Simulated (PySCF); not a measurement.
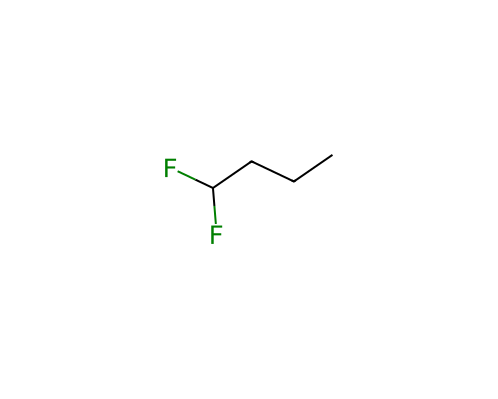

Question: Transcribe the drawing into SMILES.

Answer: CCCC(F)F

Question: Give the formula, hydrogens included.

Answer: C4H8F2.

Question: An optimisation with GFN2-xTB gave a structure of which point group?

Answer: C1. Other conformers may differ.

The parts below concern this one geometry. Atoms keep their numbers from picture to picture. The computed structure is the end point of a GFN2-xTB optimisation. No frequency run is at hand to confirm it as a minimum.

**Geometry**

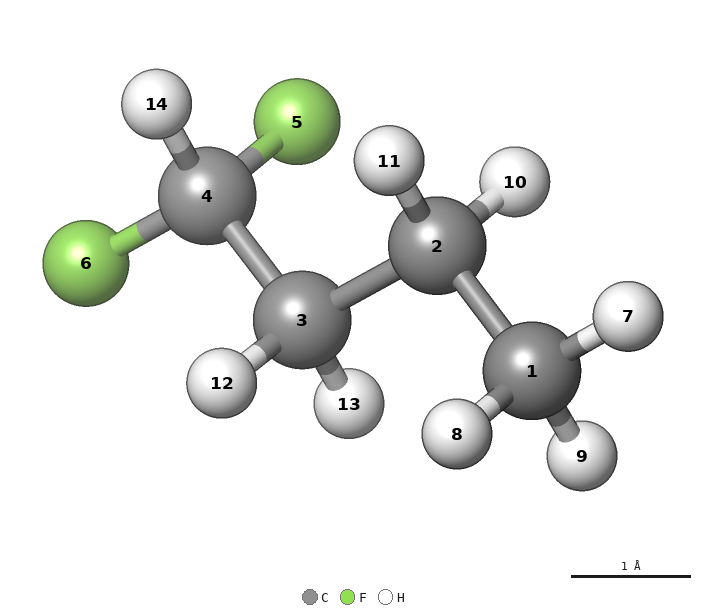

Atoms carry their numbers in the input. No frequency run is at hand to confirm it as a minimum.

Question: Describe the coordination of atom 2.

Answer: C2 has 4 neighbours (C1 at 1.52, C3 at 1.53, H10 at 1.09, H11 at 1.09 Å); the arrangement is tetrahedral.

Question: What is the geometry at C4?

Answer: C4 has 4 neighbours (C3 at 1.52, F5 at 1.36, F6 at 1.36, H14 at 1.10 Å); the arrangement is tetrahedral.

Question: Describe the coordination of atom 3.

Answer: C3 has 4 neighbours (C2 at 1.53, C4 at 1.52, H12 at 1.09, H13 at 1.09 Å); the arrangement is tetrahedral.

Question: What is the geometry at C1?

Answer: C1 has 4 neighbours (C2 at 1.52, H7 at 1.09, H8 at 1.09, H9 at 1.09 Å); the arrangement is tetrahedral.

Question: What is the dihedral angle C2–C3–C4–F6?

Answer: 179° in size, that is anti.

**Electronic properties**

No frequency run is at hand to confirm it as a minimum. Properties computed with PBE0/pcSseg-1, gas phase (PySCF 2.14.0).

Question: Give the LUMO energy (Kohn–Sham orbital) at this level.

Answer: 1.43 eV.

Question: What is the dipole moment?

Answer: 2.33 D.

Question: Estimate the HOMO energy (Kohn–Sham orbital).

Answer: −9.26 eV.

**NMR shielding**

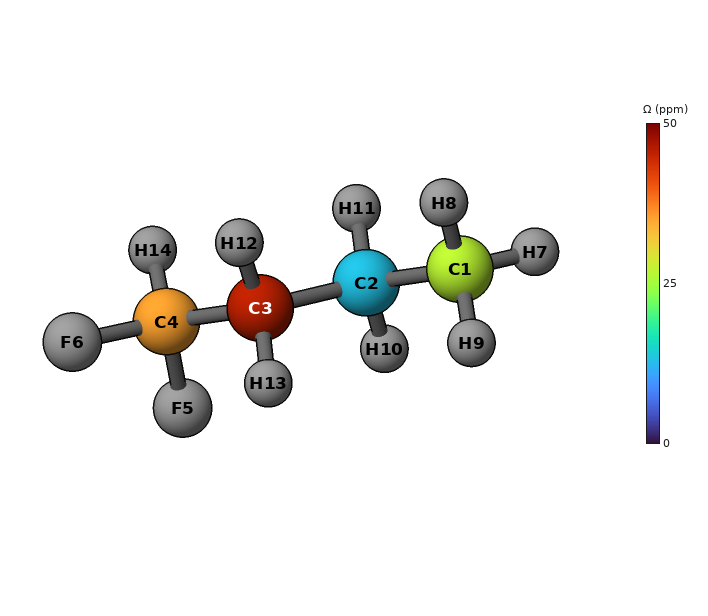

The C atoms are coloured by the span of their shielding tensor. No frequency run is at hand to confirm it as a minimum. Level of theory: GIAO PBE0/pcSseg-1 NMR shielding, non-relativistic, gas phase (PySCF 2.14.0). Principal shieldings σ11 ≤ σ22 ≤ σ33, span Ω = σ33 − σ11, skew κ = 3(σiso − σ22)/Ω.

Question: Which C atom has the most anisotropic shielding?

Answer: C3, with a span of 45 ppm.

Give the shielding tensors of the C atoms.

```
atom    σ11    σ22    σ33   σiso     Ω      κ
  C1  160.6  163.6  187.5  170.6  26.9   0.78
  C2  158.1  167.5  171.2  165.6  13.1  −0.44
  C3  123.5  142.7  168.6  144.9  45.1   0.15
  C4   42.3   68.5   77.4   62.7  35.1  −0.50
```

Shieldings and span in ppm.

**Charges**

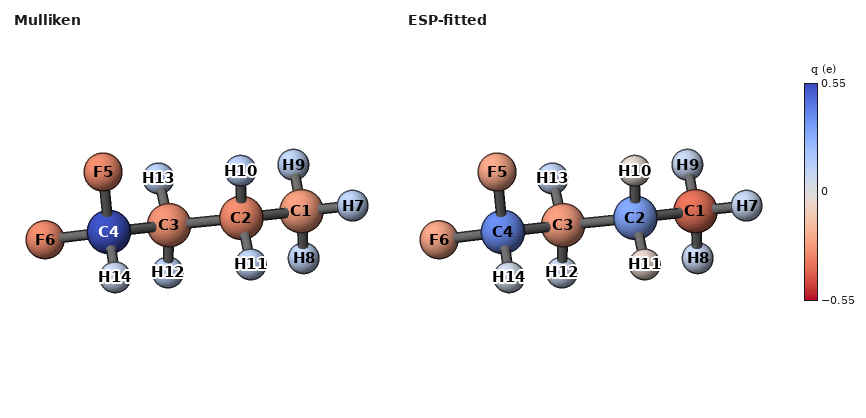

Atomic charges of one calculation by 2 schemes, on one colour scale. No frequency run is at hand to confirm it as a minimum. Computed with PBE0/pcSseg-1 (PySCF 2.14.0).

Question: Which scheme gives the most polar picture (largest mean size of the charges)?

Answer: The Mulliken charges are the largest in size here.

Question: On which atom do the schemes disagree most?

Answer: On C2 (from −0.31 to 0.31 e).

List the charges (e), one line for each set of equivalent atoms.

```
atom  Mulliken  ESP-fitted
  C1     −0.26       −0.37
  C2     −0.31        0.31
  C3     −0.29       −0.27
  C4      0.53        0.38
  F5     −0.31       −0.23
  F6     −0.31       −0.24
  H7      0.12        0.09
  H8      0.11        0.09
  H9      0.11        0.09
 H10      0.14       −0.04
 H11      0.12       −0.05
 H12      0.13        0.08
 H13      0.13        0.11
 H14      0.09        0.05
```

Mulliken values depend strongly on the basis set and can even reverse the polarity of a bond.
